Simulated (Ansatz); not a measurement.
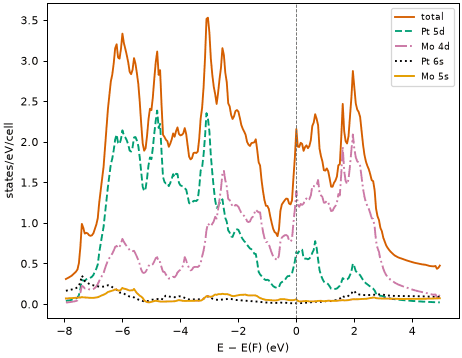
Fig. 1. Total and projected density of states of MoPt (L1₀ or tetragonal B2, space group No. 123), PBEsol in the plane-wave PAW code Ansatz

### Question
Which orbitals carry the states next to the Fermi level?

### Answer
Within 0.5 eV of the Fermi level: Mo 4d 65 %, Pt 5d 29 %. Projections are on Löwdin-orthogonalised atomic valence shells; empty p or d shells of many metals are not among them.

### Question
Where is the tallest occupied peak in this window, and what makes it?

### Answer
Near -3.1 eV, about 3.5 states/eV per cell; the largest projected share is Pt 5d.

Space group P4/mmm (L1₀ or tetragonal B2). The start of the workflow was typed in or built on a structure type; neither database checked (COD, Materials Project) lists it. Its standing as an ambient phase is unchecked. The PBEsol relaxation kept the symmetry of its start; whether a distortion lowers the energy is not shown. No spin polarisation was allowed. Scalar-relativistic: spin–orbit coupling is off unless named, which matters more the heavier the elements.

Potentials: the earlier of the program's two PAW sets. The files were generated under PBE; for other functionals the program regenerates the frozen cores, and for LDA and PBEsol the local potential too.
